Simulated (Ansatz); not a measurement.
# AsFGaH3: inversion of the pyramid at As3, part 1 of 2

Aim: the minimum-energy path and barrier of the inversion of the pyramid at As3. The ends are relaxed first, then joined by a nudged elastic band. SMILES of the start: [F][GaH][AsH2].

All numbers below are computed with Ansatz 0.2.0 (RKS revPBE-D4/def2-SVPD).

## Step 1: The starting structure

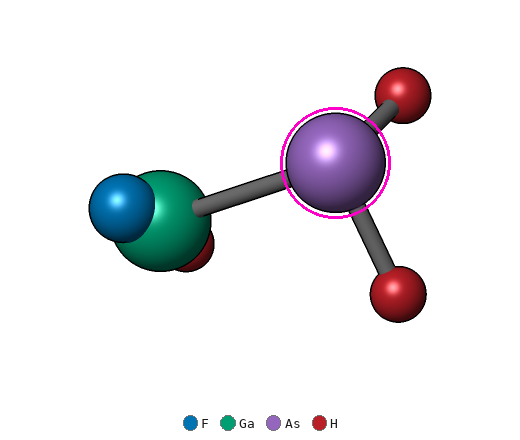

Start, viewed from a free direction; fluorine blue, gallium teal, arsenic purple, hydrogen red. Ringed: As3.

Coordinates:

```xyz
6

F    -0.2009   -1.4991    0.2540
Ga   -0.5249   -1.1294    0.0176
As    1.0280    0.7342    0.3439
H    -0.9586   -0.8967   -0.3044
H     0.8528    1.1025   -1.1629
H    -0.1544    1.6244    0.8056
```

## Step 2: End point A

The input, input.yaml:

```yaml
crystal:
  periodic: [false, false, false]
  atoms:
    - { symbol: F, position_ang: [-0.2009, -1.4991, 0.254] }
    - { symbol: Ga, position_ang: [-0.5249, -1.1294, 0.0176] }
    - { symbol: As, position_ang: [1.028, 0.7342, 0.3439] }
    - { symbol: H, position_ang: [-0.9586, -0.8967, -0.3044] }
    - { symbol: H, position_ang: [0.8528, 1.1025, -1.1629] }
    - { symbol: H, position_ang: [-0.1544, 1.6244, 0.8056] }
basis:
  gaussian: { orbitals: def2-SVPD }
hamiltonian:
  xc: revpbe
  dispersion: d4
relax:
  f_tol: 0.015
  max_steps: 40
```

Command:

```
ansatz run input.yaml --threads 2 --pin off --max-ram 3072MiB --backend cpu --events-out ev --progress --plain --runs-dir out
```

What it wrote, shortened:

```text
Warning: RAYON_NUM_THREADS=2 ignored (pool sized by the plan → 2); use --threads N
[...]
Functional definition: revPBE
[...]
1192 factors; their error is unknown
[...]
mean field -115442.71875585 eV, -4242.4416643921 hartree, gradient 1.1e-5 eV, S^2 0.000000; 1 other end points of the search recorded, 0 dependent functions left out
[...]
reference -115442.71880997 eV, -4242.4416663811 hartree; 38, 38 occupied and 85, 85 virtual orbitals, 1192 factors
relax step   1: F+E_penalty+E_count = -115443.09069579 eV  Δ(F+E_penalty+E_count) = +0.000e0 eV  max|allowed force component| = 1.839e3 eV/Å  Δτ_max = 0.0000 Å  (56 SCF iters, accepted)
[...]
relax step   4: F+E_penalty+E_count = -115924.12221315 eV  Δ(F+E_penalty+E_count) = -3.208e1 eV  max|allowed force component| = 9.587e1 eV/Å  Δτ_max = 0.1909 Å  (34 SCF iters, accepted)
[...]
relax step   7: F+E_penalty+E_count = -115957.19513890 eV  Δ(F+E_penalty+E_count) = -9.204e-1 eV  max|allowed force component| = 1.519e1 eV/Å  Δτ_max = 0.0968 Å  (31 SCF iters, accepted)
[...]
relax step  10: F+E_penalty+E_count = -115960.89689251 eV  Δ(F+E_penalty+E_count) = -1.520e-1 eV  max|allowed force component| = 1.860e0 eV/Å  Δτ_max = 0.2000 Å  (34 SCF iters, accepted)
[...]
relax step  12: F+E_penalty+E_count = -115961.06208382 eV  Δ(F+E_penalty+E_count) = -3.684e-2 eV  max|allowed force component| = 6.715e-1 eV/Å  Δτ_max = 0.1953 Å  (32 SCF iters, accepted)
[...]
relax step  13: F+E_penalty+E_count = -115961.11878136 eV  Δ(F+E_penalty+E_count) = -5.670e-2 eV  max|allowed force component| = 1.971e-1 eV/Å  Δτ_max = 0.1096 Å  (32 SCF iters, accepted)
[...]
1192 factors; their error is unknown
```

## Step 3: The output, continued: end point A relaxed

The log, continued, shortened:

```text
mean field -115960.83188662 eV, -4261.4819707585 hartree, gradient 7.5e-6 eV, S^2 0.000000; 0 other end points of the search recorded, 0 dependent functions left out
[...]
reference -115960.83194304 eV, -4261.4819728318 hartree; 38, 38 occupied and 85, 85 virtual orbitals, 1192 factors
relax step  14: F+E_penalty+E_count = -115961.12369579 eV  Δ(F+E_penalty+E_count) = -4.914e-3 eV  max|allowed force component| = 9.868e-2 eV/Å  Δτ_max = 0.1088 Å  (30 SCF iters, accepted)
[...]
relax step  16: F+E_penalty+E_count = -115961.15837176 eV  Δ(F+E_penalty+E_count) = -1.982e-2 eV  max|allowed force component| = 7.864e-2 eV/Å  Δτ_max = 0.2000 Å  (32 SCF iters, accepted)
[...]
relax step  18: F+E_penalty+E_count = -115961.18101670 eV  Δ(F+E_penalty+E_count) = -2.138e-2 eV  max|allowed force component| = 6.825e-2 eV/Å  Δτ_max = 0.1753 Å  (32 SCF iters, accepted)
[...]
1192 factors; their error is unknown
mean field -115960.89549874 eV, -4261.4843084607 hartree, gradient 5.3e-5 eV, S^2 0.000000; 1 other end points of the search recorded, 0 dependent functions left out
[...]
reference -115960.89555477 eV, -4261.4843105199 hartree; 38, 38 occupied and 85, 85 virtual orbitals, 1192 factors
Total energy: -115961.18721882 eV, -4261.4950289758 hartree
Atom 0 at     0.480319    -2.242607    -0.334982 Å, force    -0.001011     0.000216    -0.000499 eV/Å
Atom 1 at    -0.548668    -0.811463     0.079371 Å, force     0.003741     0.002172     0.001977 eV/Å
Atom 2 at     0.793913     1.117009     0.722374 Å, force    -0.002930    -0.000357    -0.001777 eV/Å
Atom 3 at    -2.092777    -1.122654     0.032998 Å, force    -0.001350    -0.000739    -0.000547 eV/Å
Atom 4 at     1.616224     0.936330    -0.567872 Å, force    -0.000238     0.000270     0.000227 eV/Å
Atom 5 at    -0.207011     2.059285     0.021911 Å, force     0.001788    -0.001562     0.000618 eV/Å
Dipole moment:    -0.235995     0.467994     0.087778 e Å
```

It took 38 s on 2 threads of Intel Xeon 6975P-C (Granite Rapids), shared host; peak memory 0.2 GiB.

Relaxation path:

```csv
step,energy from step 1 (eV),largest force component (eV/Å)
1,0.0000,1838.5007
2,-346.7376,461.5743
3,-448.9475,168.6868
4,-481.0315,95.8716
5,-504.3018,34.4128
6,-513.1841,17.1174
7,-514.1044,15.1933
8,-517.1943,5.8940
9,-517.6542,3.9989
10,-517.8062,1.8596
11,-517.9345,1.2207
12,-517.9714,0.6715
13,-518.0281,0.1971
14,-518.0330,0.0987
15,-518.0479,0.0602
16,-518.0677,0.0786
17,-518.0689,0.5271
18,-518.0903,0.0682
19,-518.0918,0.1383
20,-518.0959,0.0631
21,-518.0962,0.0263
22,-518.0964,0.0153
23,-518.0965,0.0037
```

Step 1 is the start.

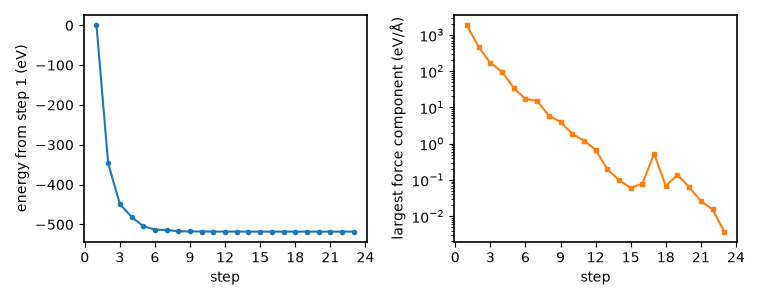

Energy and largest force along the relaxation.

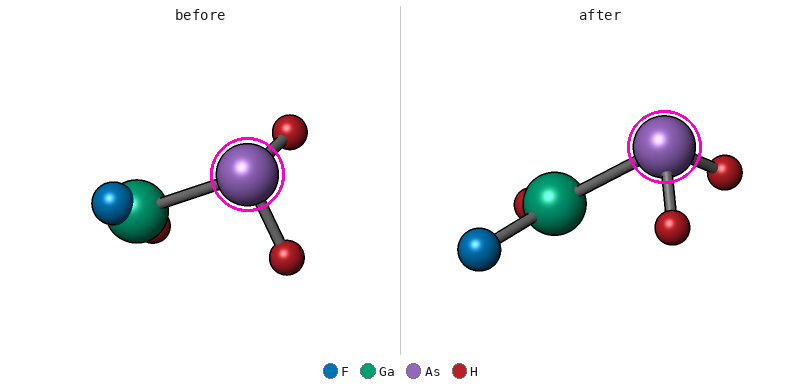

Before and after, at one scale.

After: Bond lengths: F1–Ga2 1.811 Å, Ga2–As3 2.436 Å, Ga2–H4 1.576 Å, As3–H5 1.541 Å, As3–H6 1.543 Å. Angles: F1–Ga2–As3 111.9°, F1–Ga2–H4 113.2°, As3–Ga2–H4 134.8°, Ga2–As3–H5 88.9°, Ga2–As3–H6 90.3°, H5–As3–H6 92.2°.

## Step 4: End point B

The second end starts from a geometry with the move made by hand.

input.yaml, as its differences from that of step 2:

```diff
@@ -7,4 +7,4 @@
     - { symbol: H, position_ang: [-0.9586, -0.8967, -0.3044] }
-    - { symbol: H, position_ang: [0.8528, 1.1025, -1.1629] }
-    - { symbol: H, position_ang: [-0.1544, 1.6244, 0.8056] }
+    - { symbol: H, position_ang: [2.19296, -0.19752, -0.11605] }
+    - { symbol: H, position_ang: [1.16678, 0.34279, 1.83763] }
 basis:
@@ -17 +17,3 @@
   max_steps: 40
+output:
+  orbitals: {}
```

Command:

```
ansatz run input.yaml --threads 2 --pin off --max-ram 3072MiB --backend cpu --events-out ev --progress --plain --runs-dir out
```

What it wrote, shortened:

```text
Warning: RAYON_NUM_THREADS=2 ignored (pool sized by the plan → 2); use --threads N
[...]
[... 1 set-up line as earlier in the session ...]
[...]
1192 factors; their error is unknown
[...]
mean field -115442.55558050 eV, -4242.4356678086 hartree, gradient 4.1e-5 eV, S^2 0.000000; 3 other end points of the search recorded, 0 dependent functions left out
[...]
reference -115442.55563486 eV, -4242.4356698064 hartree; 38, 38 occupied and 85, 85 virtual orbitals, 1192 factors
relax step   1: F+E_penalty+E_count = -115442.92744599 eV  Δ(F+E_penalty+E_count) = +0.000e0 eV  max|allowed force component| = 1.838e3 eV/Å  Δτ_max = 0.0000 Å  (98 SCF iters, accepted)
[...]
relax step   4: F+E_penalty+E_count = -115923.80493620 eV  Δ(F+E_penalty+E_count) = -3.300e1 eV  max|allowed force component| = 9.605e1 eV/Å  Δτ_max = 0.1945 Å  (32 SCF iters, accepted)
[...]
relax step   7: F+E_penalty+E_count = -115959.65894972 eV  Δ(F+E_penalty+E_count) = -3.793e0 eV  max|allowed force component| = 6.463e0 eV/Å  Δτ_max = 0.1981 Å  (35 SCF iters, accepted)
[...]
relax step  10: F+E_penalty+E_count = -115960.93778727 eV  Δ(F+E_penalty+E_count) = -2.397e-1 eV  max|allowed force component| = 1.048e0 eV/Å  Δτ_max = 0.1957 Å  (32 SCF iters, accepted)
[...]
relax step  13: F+E_penalty+E_count = -115961.11767657 eV  Δ(F+E_penalty+E_count) = -3.072e-2 eV  max|allowed force component| = 6.445e-2 eV/Å  Δτ_max = 0.1138 Å  (29 SCF iters, accepted)
[...]
relax step  14: F+E_penalty+E_count = -115961.13174804 eV  Δ(F+E_penalty+E_count) = -1.407e-2 eV  max|allowed force component| = 6.970e-2 eV/Å  Δτ_max = 0.1522 Å  (31 SCF iters, accepted)
[...]
1192 factors; their error is unknown
[...]
```

## Step 5: The log goes on: end point B relaxed

The log, continued, shortened:

```text
mean field -115960.84600818 eV, -4261.4824897160 hartree, gradient 5.0e-5 eV, S^2 0.000000; 0 other end points of the search recorded, 0 dependent functions left out
[...]
reference -115960.84606496 eV, -4261.4824918026 hartree; 38, 38 occupied and 85, 85 virtual orbitals, 1192 factors
relax step  15: F+E_penalty+E_count = -115961.13583136 eV  Δ(F+E_penalty+E_count) = -4.083e-3 eV  max|allowed force component| = 4.283e-1 eV/Å  Δτ_max = 0.1965 Å  (32 SCF iters, accepted)
[...]
relax step  17: F+E_penalty+E_count = -115961.17304971 eV  Δ(F+E_penalty+E_count) = -6.511e-3 eV  max|allowed force component| = 2.866e-1 eV/Å  Δτ_max = 0.1966 Å  (31 SCF iters, accepted)
[...]
relax step  19: F+E_penalty+E_count = -115961.16578443 eV  Δ(F+E_penalty+E_count) = +9.098e-3 eV  max|allowed force component| = 2.634e-1 eV/Å  Δτ_max = 0.2000 Å  (31 SCF iters, rejected (line search))
[...]
1192 factors; their error is unknown
[...]
mean field -115960.89550093 eV, -4261.4843085412 hartree, gradient 4.9e-5 eV, S^2 0.000000; 1 other end points of the search recorded, 0 dependent functions left out
[...]
reference -115960.89555712 eV, -4261.4843106060 hartree; 38, 38 occupied and 85, 85 virtual orbitals, 1192 factors
Total energy: -115961.18720455 eV, -4261.4950284514 hartree
Atom 0 at     0.304102    -2.499897    -0.684482 Å, force     0.001734    -0.001612    -0.003318 eV/Å
Atom 1 at    -0.311677    -0.925310    -0.037004 Å, force    -0.006350    -0.002714     0.007375 eV/Å
Atom 2 at     1.457837     0.735386     0.169077 Å, force     0.008345    -0.003799     0.008924 eV/Å
Atom 3 at    -1.872714    -0.911790     0.180473 Å, force     0.001976     0.000147    -0.002905 eV/Å
Atom 4 at     2.304506    -0.302919     0.931099 Å, force    -0.007921     0.006721    -0.006851 eV/Å
Atom 5 at     0.821286     1.258800     1.473517 Å, force     0.002216     0.001257    -0.003224 eV/Å
Dipole moment:    -0.100463     0.468444     0.227268 e Å
```

It took 41 s on 2 threads of Intel Xeon 6975P-C (Granite Rapids), shared host; peak memory 0.19 GiB.

Relaxation path:

```csv
step,energy from step 1 (eV),largest force component (eV/Å)
1,0.0000,1838.2528
2,-346.9303,461.2771
3,-447.8792,170.5262
4,-480.8775,96.0468
5,-504.1823,34.6186
6,-512.9389,16.9793
7,-516.7315,6.4635
8,-517.1716,5.0153
9,-517.7707,3.4940
10,-518.0103,1.0479
11,-518.1372,0.7079
12,-518.1595,0.4474
13,-518.1902,0.0645
14,-518.2043,0.0697
15,-518.2084,0.4283
16,-518.2391,0.0737
17,-518.2456,0.2866
18,-518.2474,0.3393
19x,-518.2383,0.2634
20,-518.2575,0.1422
21,-518.2588,0.0851
22,-518.2596,0.0203
23,-518.2597,0.0089
```

Step 1 is the start. 1 step was tried and not accepted (marked x).

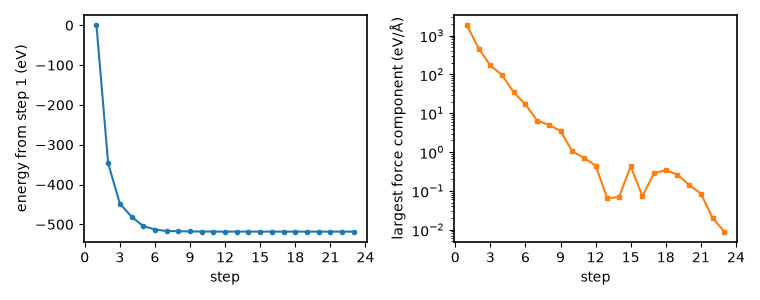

Energy and largest force along the relaxation.

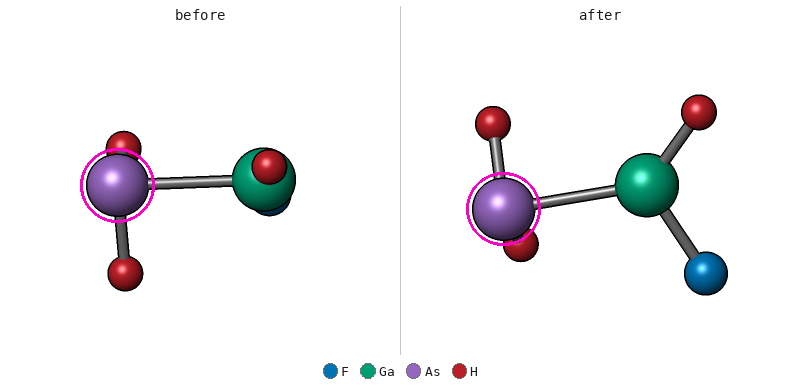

The structure before (left) and after (right), drawn at the same scale.

After: Bond lengths: F1–Ga2 1.810 Å, Ga2–As3 2.435 Å, Ga2–H4 1.576 Å, As3–H5 1.541 Å, As3–H6 1.543 Å. Angles: F1–Ga2–As3 112.1°, F1–Ga2–H4 113.2°, As3–Ga2–H4 134.6°, Ga2–As3–H5 88.9°, Ga2–As3–H6 90.2°, H5–As3–H6 92.1°.

## Step 6: Nudged elastic band

crystal.atoms is end A as relaxed above, and neb.final_atoms is end B, turned to lie on A. With 7 inner images the band has 9 in all.

The input, input.yaml:

```yaml
crystal:
  periodic: [false, false, false]
  atoms:
    - { symbol: F, position_ang: [0.480319, -2.242607, -0.334982] }
    - { symbol: Ga, position_ang: [-0.548668, -0.811463, 0.079371] }
    - { symbol: As, position_ang: [0.793913, 1.117009, 0.722374] }
    - { symbol: H, position_ang: [-2.092777, -1.122654, 0.032998] }
    - { symbol: H, position_ang: [1.616224, 0.93633, -0.567872] }
    - { symbol: H, position_ang: [-0.207011, 2.059285, 0.021911] }
basis:
  gaussian: { orbitals: def2-SVPD }
hamiltonian:
  xc: revpbe
  dispersion: d4
neb:
  order_check: false
  images: 7
  f_tol: 0.05
  max_iterations: 60
  initial_path: idpp
  final_atoms:
    - { symbol: F, position_ang: [0.47913523, -2.2408945, -0.34087073] }
    - { symbol: Ga, position_ang: [-0.5771521, -0.78678133, -0.12281631] }
    - { symbol: As, position_ang: [0.59421041, 1.2833284, -0.64637715] }
    - { symbol: H, position_ang: [-2.05866909, -1.14995714, 0.2740795] }
    - { symbol: H, position_ang: [1.74193414, 0.83466302, 0.27938352] }
    - { symbol: H, position_ang: [-0.13745858, 1.99554155, 0.51040115] }
```

Command:

```
ansatz run input.yaml --threads 2 --pin off --max-ram 3072MiB --backend cpu --events-out ev --progress --plain --runs-dir out
```

What it wrote, shortened:

```text
Warning: RAYON_NUM_THREADS=2 ignored (pool sized by the plan → 2); use --threads N
[...]
[... 1 set-up line as earlier in the session ...]
[...]
1192 factors; their error is unknown
[...]
mean field -115960.89549790 eV, -4261.4843084297 hartree, gradient 3.4e-5 eV, S^2 0.000000; 0 other end points of the search recorded, 0 dependent functions left out
[...]
reference -115960.89555393 eV, -4261.4843104890 hartree; 38, 38 occupied and 85, 85 virtual orbitals, 1192 factors
1192 factors; their error is unknown
[...]
mean field -115960.89549033 eV, -4261.4843081514 hartree, gradient 3.4e-5 eV, S^2 0.000000; 0 other end points of the search recorded, 0 dependent functions left out
[...]
reference -115960.89554637 eV, -4261.4843102110 hartree; 38, 38 occupied and 85, 85 virtual orbitals, 1192 factors
NEB end point (image 0): max|allowed force component| = 3.677e-3 eV/Å (the criterion of neb.relax_end_points is 1.000e-2)
[...]
NEB iter   3: max|band force component| = 1.752e-1 eV/Å  barrier→ = 0.9801 eV  barrier← = 0.9801 eV  CI = image 4  Δτ_max = 0.0298 Å  (206 SCF iters)
[...]
NEB iter   4: max|band force component| = 3.385e-2 eV/Å  barrier→ = 0.9783 eV  barrier← = 0.9783 eV  CI = image 4  Δτ_max = 0.0000 Å  (386 SCF iters)
Total energy: -115960.20888100 eV, -4261.4590757242 hartree
Atom 0 at     0.534639    -2.360222    -0.083512 Å, force    -0.029295     0.025041     0.006320 eV/Å
Atom 1 at    -0.614226    -0.997073     0.172882 Å, force     0.023437    -0.029965    -0.004966 eV/Å
Atom 2 at     0.459976     1.017524    -0.146829 Å, force     0.033733    -0.012768    -0.008453 eV/Å
Atom 3 at    -2.097308    -1.265657     0.552952 Å, force    -0.001573     0.010677     0.000446 eV/Å
Atom 4 at     1.908947     1.156839    -0.516803 Å, force    -0.006243     0.011926     0.001843 eV/Å
Atom 5 at    -0.150029     2.384489    -0.024890 Å, force    -0.020060    -0.004911     0.004808 eV/Å
Dipole moment:    -0.249537     0.460099     0.051724 e Å
this run last wrote the band of iteration 4 to <dir>
```

Run time: 53 s. Hardware: 2 threads of Intel Xeon 6975P-C (Granite Rapids), shared host; peak memory 0.19 GiB.

## Step 7: What the band shows

The 7 inner images lie between the fixed ends 0 and 8. Energy is taken from image 0, and the path length is the program's own coordinate along the band.

| image | path (Å) | energy (eV) | sum of angles at As3 (°) | band force (eV/Å) |
| --- | --- | --- | --- | --- |
| 0 | 0.000 | 0.0000 | 271.4 | - |
| 1 | 0.315 | 0.0467 | 289.0 | 0.017 |
| 2 | 0.630 | 0.2537 | 317.0 | 0.014 |
| 3 | 0.946 | 0.6950 | 347.2 | 0.022 |
| 4* | 1.261 | 0.9783 | 360.0 | 0.034 |
| 5 | 1.576 | 0.6951 | 347.2 | 0.020 |
| 6 | 1.891 | 0.2542 | 317.1 | 0.013 |
| 7 | 2.206 | 0.0469 | 289.0 | 0.018 |
| 8 | 2.521 | 0.0000 | 271.3 | - |

The star marks the climbing image.

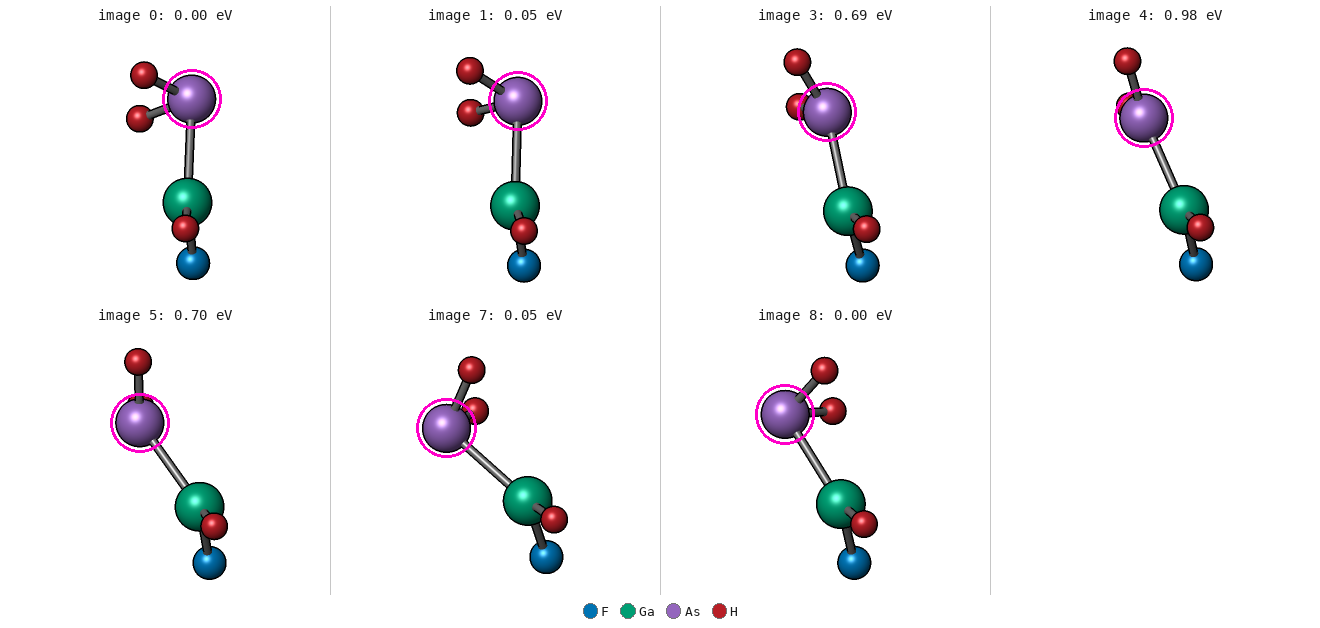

Snapshots along the band, viewed from a free direction. Ringed: As3. Sticks join atoms closer than a bonding distance in each image.

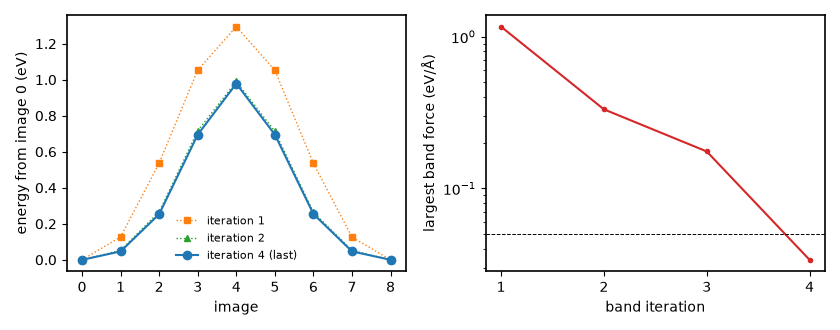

Left: energy of each image for early iterations and the last one (lines only join the points; early values far above the last band run off the scale). Right: the largest band force by iteration, with the threshold dashed.

The top of the band by iteration:

```csv
iteration,highest image above image 0 (eV),largest band force (eV/Å)
1,1.2944,1.163
2,0.9901,0.332
3,0.9801,0.175
4,0.9783,0.034
```

Positions of all images (Å):

```xyz
6
image=0 dE=0.0000
F     0.480   -2.243   -0.335
Ga   -0.549   -0.811    0.079
As    0.794    1.117    0.722
H    -2.093   -1.123    0.033
H     1.616    0.936   -0.568
H    -0.207    2.059    0.022
6
image=1 dE=0.0467
F     0.450   -2.296   -0.330
Ga   -0.592   -0.856    0.012
As    0.727    1.106    0.638
H    -2.115   -1.228    0.196
H     1.731    1.039   -0.524
H    -0.158    2.171   -0.037
6
image=2 dE=0.2537
F     0.471   -2.343   -0.247
Ga   -0.634   -0.926   -0.029
As    0.643    1.070    0.444
H    -2.123   -1.273    0.350
H     1.828    1.115   -0.522
H    -0.142    2.293   -0.043
6
image=3 dE=0.6950
F     0.508   -2.359   -0.160
Ga   -0.640   -0.981    0.040
As    0.547    1.036    0.160
H    -2.115   -1.272    0.468
H     1.891    1.147   -0.521
H    -0.149    2.364   -0.033
6
image=4 dE=0.9783
F     0.535   -2.360   -0.084
Ga   -0.614   -0.997    0.173
As    0.460    1.018   -0.147
H    -2.097   -1.266    0.553
H     1.909    1.157   -0.517
H    -0.150    2.384   -0.025
6
image=5 dE=0.6951
F     0.548   -2.355   -0.004
Ga   -0.574   -0.975    0.301
As    0.390    1.022   -0.458
H    -2.072   -1.268    0.636
H     1.895    1.148   -0.505
H    -0.145    2.365   -0.017
6
image=6 dE=0.2542
F     0.556   -2.335    0.090
Ga   -0.536   -0.917    0.356
As    0.339    1.042   -0.755
H    -2.024   -1.264    0.744
H     1.840    1.116   -0.473
H    -0.133    2.294   -0.009
6
image=7 dE=0.0469
F     0.578   -2.283    0.173
Ga   -0.521   -0.849    0.297
As    0.320    1.068   -0.967
H    -1.945   -1.213    0.872
H     1.757    1.041   -0.423
H    -0.148    2.172    0.001
6
image=8 dE=0.0000
F     0.484   -2.244   -0.310
Ga   -0.574   -0.796   -0.064
As    0.537    1.271   -0.717
H    -2.022   -1.163    0.436
H     1.746    0.860    0.145
H    -0.129    2.008    0.464
```

(Continued in part 2 of 2.)
